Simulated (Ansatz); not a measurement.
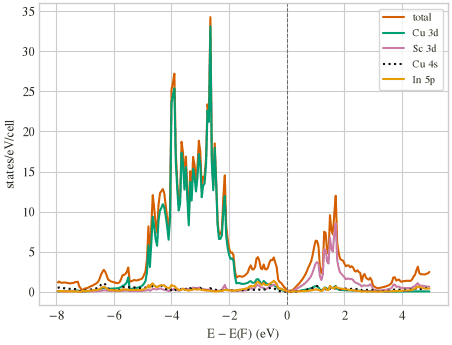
Figure. Total and projected density of states of ScInCu4 in space group F-43m (No. 216; Sc on 4a, In on 4d, Cu on 16e), the program Ansatz at the r²SCAN level (PAW)

Problem. Which orbitals carry the states next to the Fermi level?

Solution. Within 0.5 eV of the Fermi level: Sc 3d 30 %, In 5p 27 %, Cu 3d 18 %, Cu 4s 8 %, outside the projected shells 11 %. Projections are on Löwdin-orthogonalised atomic valence shells; empty p or d shells of many metals are not among them.

Problem. Where is the tallest occupied peak in this window, and what makes it?

Solution. Near -2.6 eV, about 34 states/eV per cell; the largest projected share is Cu 3d.

The workflow started from a Materials Project entry (that database holds measured and hypothetical structures alike); the Crystallography Open Database copy checked does not list it. With Sc and In taken as one species the cell has the higher symmetry Fd-3m, so it may be an ordered model of a mixed-site phase. Its standing as an ambient phase is unchecked. The r²SCAN relaxation kept the symmetry of its start; whether a distortion lowers the energy is not shown. The run is not spin-polarised. Scalar-relativistic: spin–orbit coupling is off unless named, which matters more the heavier the elements.

Potentials: the later of the program's two PAW sets.
